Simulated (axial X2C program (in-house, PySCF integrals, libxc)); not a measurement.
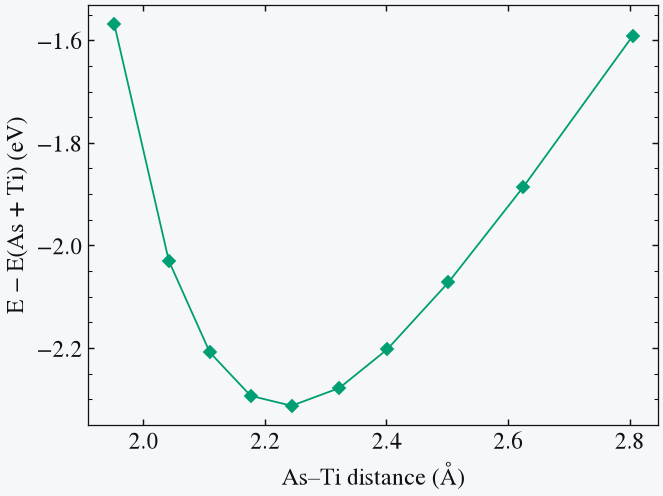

**Figure 1.** Energy at 10 bond lengths, for one set of occupations held fixed; the line joins the points. A polynomial of degree 6 through 9 points gives rₑ = 2.235 Å, ωₑ = 313.7 cm⁻¹, ωₑxₑ = 1.7 cm⁻¹ and Bₑ = 0.1155 cm⁻¹. The minimum lies 2.31 eV below As + Ti, each computed as one determinant at the same level.

**Relativistic diatomic calculation for AsTi**

System: AsTi, single determinant with Ω = 1/2.
Method: PBE0, two-component X2C with atomic mean-field Coulomb and Gaunt terms, As dyall-cv3z, Ti dyall-cv3z (cores contracted) (axial X2C program (in-house, PySCF integrals, libxc)).

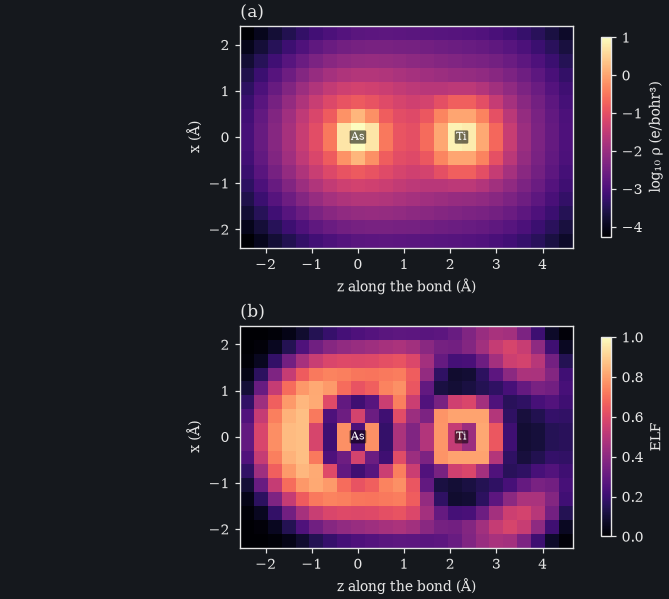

**Figure 2.** (a) electron density on a logarithmic scale; (b) electron localisation function, in a plane that holds the axis, at 2.24 Å, on points 0.3 Å apart (one half computed, the other mirrored); the structure near the nuclei is finer than these points.

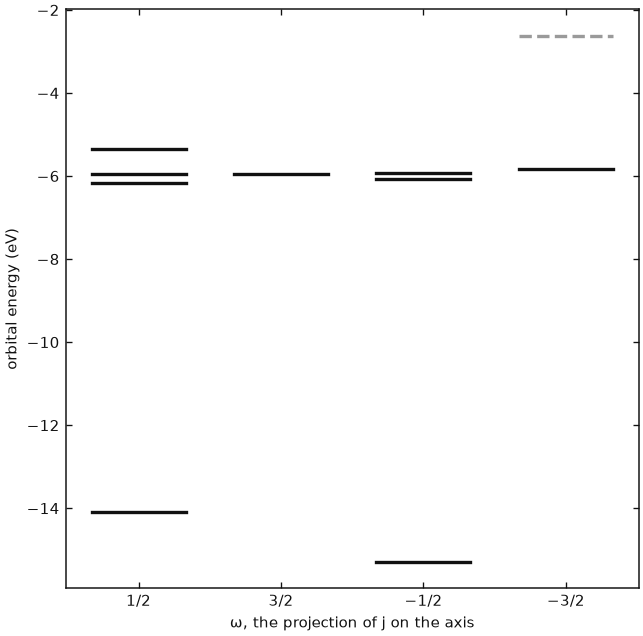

**Figure 3.** Orbital energies near the frontier at 2.24 Å, filled (solid) and empty (dashed). The highest filled spinor (1/2; 53 % Ti s, 35 % Ti d) lies at −5.35 eV, the lowest empty one (−3/2; 99 % Ti d) at −2.61 eV.

These pictures come from the run below.

### The input
```
{"zs": [33, 22], "q": 0, "bas": ["dyall-cv3z", "dyall-cv3z"], "levels": ["PBE0", "HF", "M06"], "cc": true, "r0": 2.57, "thr": -1.0, "nmax": 90, "npts": 10, "nst": 2, "ntry": 6}
```

The line is the task of a batch: nuclear charges, charge, bases, the levels to run, a first guess of the distance and further settings. This report covers PBE0 with spin-orbit coupling. The log is that of the reference distance 2.244 Å.

Launched within a batch (the task file carries these settings):
```bash
python <driver script> task.json out
```

### Log
```
two-component X2C + atomic mean field  PBE0
basis functions 219  fitting functions 1242  grid points 5801
iter        total energy     max residual
   1      -3110.339999068     3.00e+00
   2      -3113.143047386     5.06e-02
   3      -3112.917688117     1.34e-01
   4      -3113.093176716     9.26e-02
   5      -3113.194081576     4.67e-03
   6      -3113.194419361     4.87e-03
   7      -3113.194686533     7.21e-04
   8      -3113.194695077     2.39e-04
   9      -3113.194697127     1.58e-04
  10      -3113.194698288     3.55e-05
  11      -3113.194698535     3.11e-05
  12      -3113.194698590     1.95e-05
  13      -3113.194698612     1.01e-05
  14      -3113.194698618     3.77e-06
  15      -3113.194698619     1.38e-06
converged
one-electron -4657.46975680  Coulomb 1500.36494792  exact exchange -30.97902072  xc functional -95.31814733  nuclear repulsion 171.20439177  atomic mean-field constant -0.99711346
```

### The points of the curve

```csv
R (Å),E (hartree),"dipole (D; origin at the first atom, positive when the second is positive)",highest filled (eV),lowest empty (eV)
1.952,−3113.167386,4.08,−5.29,−2.54
2.042,−3113.184321,4.32,−5.36,−2.64
2.109,−3113.190875,4.45,−5.39,−2.67
2.177,−3113.193987,4.53,−5.38,−2.65
2.244,−3113.194699,4.57,−5.35,−2.61
2.322,−3113.193428,4.57,−5.28,−2.56
2.401,−3113.190669,4.50,−5.17,−2.51
2.502,−3113.185858,4.37,−5.04,−2.47
2.626,−3113.179011,4.21,−4.92,−2.48
2.805,−3113.168222,4.17,−4.82,−2.54
```

### Key numbers

| quantity | value |
| --- | --- |
| outcome | converged |
| bond length rₑ | 2.235 Å |
| ωₑ | 313.7 cm⁻¹ |
| energy at the minimum | −3113.19471 hartree |
| depth below the fragments | 2.31 eV |
| hardware | 1 thread of Arm Neoverse V2, 24 GiB of memory available, shared host |
| wall time | 14 s |
| peak memory | 0.65 GiB |
